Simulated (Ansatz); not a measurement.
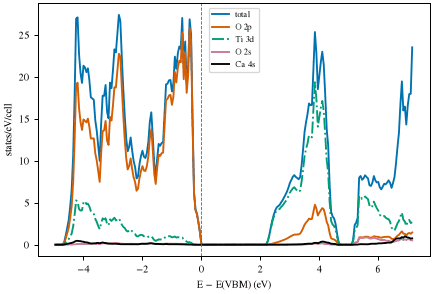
Figure. Total and projected density of states of CaTiO$_{3}$ in space group Cmcm (No. 63; Pearson symbol oS40), DFT-PBEsol in the program Ansatz with PAW potentials

Question: Which orbitals carry the states next to the gap?

Answer: Top 1 eV of the valence band: O 2p 94 %. Bottom 1 eV of the conduction band: Ti 3d 87 %, O 2p 10 %. Projections are on Löwdin-orthogonalised atomic valence shells; empty p or d shells of many metals are not among them.

Question: Where is the tallest occupied peak in this window, and what makes it?

Answer: Near -2.8 eV, about 27 states/eV per cell; the largest projected share is O 2p.

The first step of the workflow began from a Materials Project structure, measured or hypothetical; the Crystallography Open Database copy checked does not list it. COD files the formula under space group No. 11, 62, 65, 140, 221. Its standing as an ambient phase is unchecked. The PBEsol relaxation kept the symmetry of its start. At this level the phase is dynamically unstable (imaginary phonons). The run is not spin-polarised.

Potentials: the later of the program's two PAW sets.
